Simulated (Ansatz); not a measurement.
# Si2H4SF: one change and its effect

System: Si2H4SF, multiplicity 2.
Method of run 1: UKS PBE0-D4/def2-SVP (Ansatz 0.2.0).

Text and figures count atoms from 1; the logs count them from 0 in places.

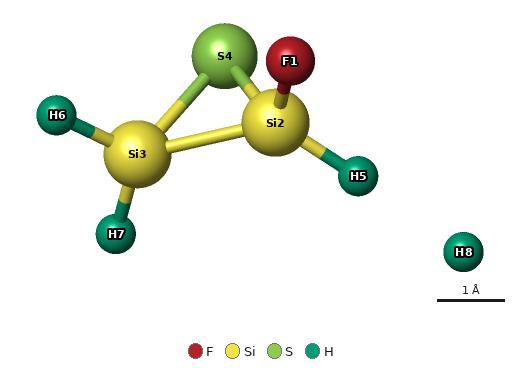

**Figure 1.** The structure (ball-and-stick view, seen at a tilt; atoms are numbered from 1 in the order of the input).

## Input, run 1
```yaml
crystal:
  periodic: [false, false, false]
  atoms:
    - { symbol: F, position_ang: [1.8814, 0.065734, -0.331611] }
    - { symbol: Si, position_ang: [0.540307, 0.062402, 0.583244] }
    - { symbol: Si, position_ang: [-1.354749, 1.021914, -0.139959] }
    - { symbol: S, position_ang: [-1.066958, -1.15005, -0.111674] }
    - { symbol: H, position_ang: [0.981277, -0.139686, 1.983463] }
    - { symbol: H, position_ang: [-1.45927, 1.611457, -1.502435] }
    - { symbol: H, position_ang: [-2.427916, 1.516748, 0.766378] }
    - { symbol: H, position_ang: [1.98, 0.0, 3.68] }
magnetization:
  spin_polarized: true
  initial_magnetization: 1
basis:
  gaussian: { orbitals: def2-SVP }
hamiltonian:
  xc: pbe0
  dispersion: d4
output:
  forces: true
```

Command:
```bash
ansatz run input.yaml --threads 1 --pin off --max-ram 2560MiB --backend cpu --events-out ev --progress --plain --runs-dir out
```

Hardware: 1 thread of Arm Neoverse V1, 24 GiB of memory available, shared host.

## Output (run 1)
```
Engine: ansatz 0.2.0, aarch64-unknown-linux-gnu
Functional definition: PBE0
  parameter a = 0.25
  parameter kappa = 0.804
  parameter beta = 0.06672455060314922
  exchange = (1 - a)*pbe_x(kappa = kappa, mu = beta*pi^2/3) + a*exact_x
  correlation = pbe_c(beta = beta)
824 factors; integrals over basis functions are off by at most 1.1e-3 eV
mean field evaluation 1: about -29346.9765 eV, gradient 2.0e1 eV
mean field evaluation 2: about -29345.6311 eV, gradient 3.0e1 eV
mean field evaluation 4: about -29348.4684 eV, gradient 8.5e-1 eV
mean field evaluation 8: about -29348.4792 eV, gradient 2.9e-2 eV
mean field evaluation 16: about -29348.4792 eV, gradient 4.1e-5 eV
mean field -29348.47917264 eV, -1078.5367164808 hartree, gradient 4.1e-5 eV, S^2 0.750529; 0 other end points of the search recorded, 0 dependent functions left out
the calculation of the forces begins
reference -29348.47920187 eV, -1078.5367175552 hartree; 29, 28 occupied and 59, 60 virtual orbitals, 824 factors
Total energy: -29348.65512591 eV, -1078.5431826444 hartree
Atom 0 at     1.881400     0.065734    -0.331611 Å, force     0.012954     0.001061    -0.004425 eV/Å
Atom 1 at     0.540307     0.062402     0.583244 Å, force    -0.048588     0.000778    -0.095644 eV/Å
Atom 2 at    -1.354749     1.021914    -0.139959 Å, force    -0.004621     0.000360    -0.000897 eV/Å
Atom 3 at    -1.066958    -1.150050    -0.111674 Å, force    -0.008106    -0.001956    -0.006420 eV/Å
Atom 4 at     0.981277    -0.139686     1.983463 Å, force     0.013486     0.001920     0.038004 eV/Å
Atom 5 at    -1.459270     1.611457    -1.502435 Å, force    -0.000260     0.000421    -0.000221 eV/Å
Atom 6 at    -2.427916     1.516748     0.766378 Å, force    -0.000147     0.000063    -0.000520 eV/Å
Atom 7 at     1.980000     0.000000     3.680000 Å, force     0.035283    -0.002647     0.070124 eV/Å
Dipole moment:    -0.143124     0.316137     0.205572 e Å
```

Run 2 used a changed input.

## The two runs side by side

| quantity | run 1 | run 2 |
| --- | --- | --- |
| outcome | converged | converged |
| total energy (hartree) | −1078.543183 | −1078.544320 |
| ⟨S²⟩ | 0.751 | 0.750 |
| largest force (eV/Å) | 0.107 | 0.013 |
| basis functions | 88 | 88 |
| wall time (shared host) | 6.5 s | 6.4 s |

What was changed in the input?

The change (lines with − go, lines with + come):
```diff
-    - { symbol: H, position_ang: [1.98, 0.0, 3.68] }
+    - { symbol: H, position_ang: [-1.32, 2.64, 3.68] }
```

With the same method and basis, run 2 lies 0.7 kcal/mol lower. The largest force goes from 0.107 to 0.013 eV/Å.

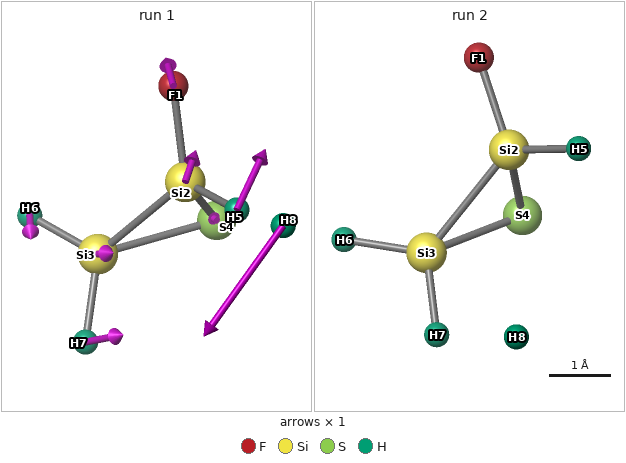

**Figure 2.** The two input geometries at one scale (ball-and-stick view, seen at a tilt). The pink arrows on the first give the shifts of the atoms after the best rigid fit, at true length. The atom that moves furthest after the best rigid fit is H8 (2.28 Å). By element the largest moves are H 2.28 Å, F 0.85 Å, Si 0.66 Å, S 0.24 Å.

## Output (run 2)
```
Engine: ansatz 0.2.0, aarch64-unknown-linux-gnu
Functional definition: PBE0
  parameter a = 0.25
  parameter kappa = 0.804
  parameter beta = 0.06672455060314922
  exchange = (1 - a)*pbe_x(kappa = kappa, mu = beta*pi^2/3) + a*exact_x
  correlation = pbe_c(beta = beta)
826 factors; integrals over basis functions are off by at most 1.1e-3 eV
mean field evaluation 1: about -29347.1203 eV, gradient 2.0e1 eV
mean field evaluation 2: about -29345.7071 eV, gradient 3.0e1 eV
mean field evaluation 4: about -29348.5058 eV, gradient 7.6e-1 eV
mean field evaluation 8: about -29348.5137 eV, gradient 8.6e-2 eV
mean field evaluation 16: about -29348.5137 eV, gradient 1.0e-4 eV
mean field -29348.51371111 eV, -1078.5379857462 hartree, gradient 3.4e-5 eV, S^2 0.750005; 0 other end points of the search recorded, 0 dependent functions left out
the calculation of the forces begins
reference -29348.51374195 eV, -1078.5379868795 hartree; 29, 28 occupied and 59, 60 virtual orbitals, 826 factors
Total energy: -29348.68606449 eV, -1078.5443196162 hartree
Atom 0 at     1.881400     0.065734    -0.331611 Å, force     0.001816     0.000390     0.001679 eV/Å
Atom 1 at     0.540307     0.062402     0.583244 Å, force    -0.002286     0.005095     0.004979 eV/Å
Atom 2 at    -1.354749     1.021914    -0.139959 Å, force    -0.000477     0.002269     0.006575 eV/Å
Atom 3 at    -1.066958    -1.150050    -0.111674 Å, force    -0.002092    -0.000840     0.001351 eV/Å
Atom 4 at     0.981277    -0.139686     1.983463 Å, force    -0.000754     0.000433    -0.002688 eV/Å
Atom 5 at    -1.459270     1.611457    -1.502435 Å, force     0.000290     0.000311    -0.000410 eV/Å
Atom 6 at    -2.427916     1.516748     0.766378 Å, force    -0.000295    -0.000592    -0.001405 eV/Å
Atom 7 at    -1.320000     2.640000     3.680000 Å, force     0.003797    -0.007066    -0.010080 eV/Å
Dipole moment:    -0.143847     0.317311     0.211344 e Å
```
